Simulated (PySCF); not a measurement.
**N2H (dinitrogen monohydride) at 5 levels**

Aim: a comparison of 5 runs (U-r2SCAN/STO-3G, UM06-2X/STO-3G, USVWN5/STO-3G, NEVPT2(11,9)/STO-3G, UCCSD(T)/STO-3G) of N2H (dinitrogen monohydride). The job is set up through a Python script.

The results are computed with PySCF 2.14.0.

10 further runs of the same task are left out: 10 set aside as unsound or not needed.

## 1. The system as given

N2H has 3 atoms, charge 0, and is taken as a doublet. SMILES: `[N]=N`. The N2–H3 distance was set to 1.867 Å, away from the relaxed value. At this shape a bond of the SMILES string is far longer than usual.

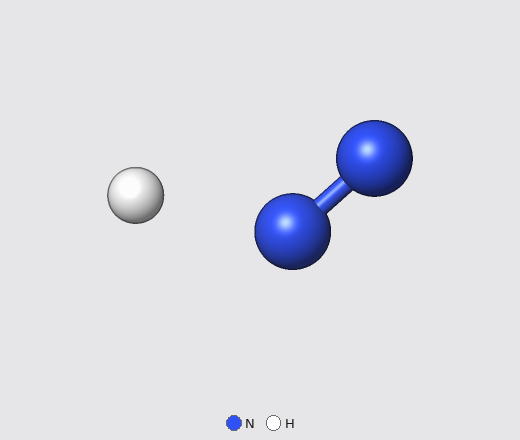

The structure, seen from a chosen angle (nitrogen blue, hydrogen white).

## 2. A single-point energy at U-r2SCAN/STO-3G (run 1)

File input.py:

```python
from pyscf import gto, dft

mol = gto.Mole()
mol.atom = '''
N      1.697550    -2.738893     0.644417
N     -0.113506    -1.878955    -0.258796
H     -0.892026     1.560574    -0.325940
'''
mol.max_memory = 1860
mol.basis = 'sto-3g'
mol.verbose = 3
mol.spin = 1
mol.charge = 0
mol.unit = 'bohr'
mol.build()

mf = dft.UKS(mol, xc='r2scan')
mf.grids.level = 5
mf.conv_tol = 1e-10
mf.kernel()
if not mf.converged:
    mf = mf.newton().run(mf.mo_coeff, mf.mo_occ)

e_tot = mf.e_tot
print('E(%s) = %.9f' % ('R2SCAN', e_tot))
```

Run with:

```
$ OMP_NUM_THREADS=1 python input.py
```

The program printed:

```text
WARN: HOMO -0.126106473614993 >= LUMO -0.126106473614994

converged SCF energy = -108.494039373036  <S^2> = 0.75570871  2S+1 = 2.0057006
E(R2SCAN) = -108.494039373
```

It took 3.3 s on 1 thread of Arm Neoverse V1, shared host; peak memory 0.17 GiB.

## 3. The energy at UM06-2X/STO-3G (run 2)

File input.py:

```python
from pyscf import gto, dft

mol = gto.Mole()
mol.atom = '''
N        0.898305      -1.449360       0.341011
N       -0.060065      -0.994300      -0.136949
H       -0.472040       0.825820      -0.172480
'''
mol.basis = 'sto-3g'
mol.max_memory = 1860
mol.spin = 1
mol.verbose = 4
mol.build()

mf = dft.UKS(mol, xc='m06-2x')
mf.conv_tol = 1e-10
mf.grids.level = 5
mf.kernel()
if not mf.converged:
    mf = mf.newton().run(mf.mo_coeff, mf.mo_occ)

e_final = mf.e_tot
print('E = %.10f Eh' % e_final)
```

Run with:

```
$ OMP_NUM_THREADS=1 python input.py
```

The program printed:

```text
PySCF version 2.14.0

[... 98 lines left out ...]
converged SCF energy = -108.520433360801  <S^2> = 0.75568505  2S+1 = 2.005677
E = -108.5204333608 Eh
```

It took 3.3 s on 1 thread of Arm Neoverse V1, shared host; peak memory 0.17 GiB.

## 4. A single-point energy at USVWN5/STO-3G (run 3)

input.py, as its differences from that of step 3:

```diff
@@ -11,6 +11,7 @@
 mol.spin = 1
-mol.verbose = 4
+mol.verbose = 3
+mol.charge = 0
 mol.build()
 
-mf = dft.UKS(mol, xc='m06-2x')
+mf = dft.UKS(mol, xc='svwn')
 mf.conv_tol = 1e-10
@@ -21,3 +22,3 @@
 
-e_final = mf.e_tot
-print('E = %.10f Eh' % e_final)
+e_tot = mf.e_tot
+print('Final energy', e_tot)
```

Run with:

```
$ OMP_NUM_THREADS=1 python input.py
```

The program printed:

```text
converged SCF energy = -107.612804034343  <S^2> = 0.75271784  2S+1 = 2.002716
Final energy -107.61280403434253
```

Wall time 1.6 s (1 thread of Arm Neoverse V1, shared host); peak memory 0.13 GiB.

Run 4 isn't shown in full; the table further down has it.

## 5. A single-point energy at UCCSD(T)/STO-3G (run 5)

File input.py:

```python
from pyscf import gto, scf, cc

mol = gto.M(
    atom='''
N      0.898305    -1.449360     0.341011
N     -0.060065    -0.994300    -0.136949
H     -0.472040     0.825820    -0.172480
''',
    verbose=3,
    max_memory=1860,
    spin=1,
    basis='sto-3g',
)

mf = scf.UHF(mol)
mf.conv_tol = 1e-10
mf.kernel()
if not mf.converged:
    mf = mf.newton().run(mf.mo_coeff, mf.mo_occ)

mycc = cc.CCSD(mf, frozen=2)
mycc.kernel()
e_t = mycc.ccsd_t()
energy = mycc.e_tot + e_t
print(f'total energy: {energy:.8f} hartree')
```

Run with:

```
$ OMP_NUM_THREADS=1 python input.py
```

The program printed:

```text
converged SCF energy = -107.951399846217  <S^2> = 0.83173916  2S+1 = 2.0801338
E(UCCSD) = -108.1241601297075  E_corr = -0.1727602834901642
UCCSD(T) correction = -0.00184200591065476
total energy: -108.12600214 hartree
```

Wall time 0.78 s (1 thread of Arm Neoverse V1, shared host); peak memory 0.1 GiB.

## 6. All runs side by side

| run | level | integration grid | active selection | energy (Eh) | dipole moment (D) of the reference | HOMO energy (eV) | LUMO energy (eV) | wall time |
| --- | --- | --- | --- | --- | --- | --- | --- | --- |
| 1 | U-r2SCAN/STO-3G | 5 | – | -108.494039 | 0.31 | -4.79 | -0.40 | 3.3 s |
| 2 | UM06-2X/STO-3G | 5 | – | -108.520433 | 0.14 | -7.25 | 1.75 | 3.3 s |
| 3 | USVWN5/STO-3G | 5 | – | -107.612804 | 0.51 | -3.82 | -0.79 | 1.6 s |
| 4 | NEVPT2(11,9)/STO-3G | – | mp2 natural orbitals | -108.129439 | 0.02 | – | – | 5.4 s |
| 5 | UCCSD(T)/STO-3G | – | – | -108.126002 | 0.04 | -10.72 | 6.00 | 0.78 s |

## 7. What came out

```
                                                         quantity          value
                                              run 5: total energy  -108.12600 Eh
                      run 5: dipole moment (Hartree–Fock density)         0.04 D
run 5: HOMO energy (Hartree–Fock orbitals) (highest over α and β)      -10.72 eV
 run 5: LUMO energy (Hartree–Fock orbitals) (lowest over α and β)        6.00 eV
               run 5: correlation energy (2 core orbitals frozen)     -174.6 mEh
                                            run 5: (T) correction      -1.84 mEh
                         run 5: ⟨S²⟩ of the reference determinant          0.832
                                             run 5: T1 diagnostic          0.038
```

**Reading.** Over runs 1, 2, 3 the dipole moment (its size) runs from 0.14 D (UM06-2X/STO-3G) to 0.51 D (USVWN5/STO-3G). Totals of different functionals can't be ranked against each other. In runs 1, 2, 3, 4, 5 the basis is minimal, so the values are rough. All runs together took 14 s, the longest 5.4 s.
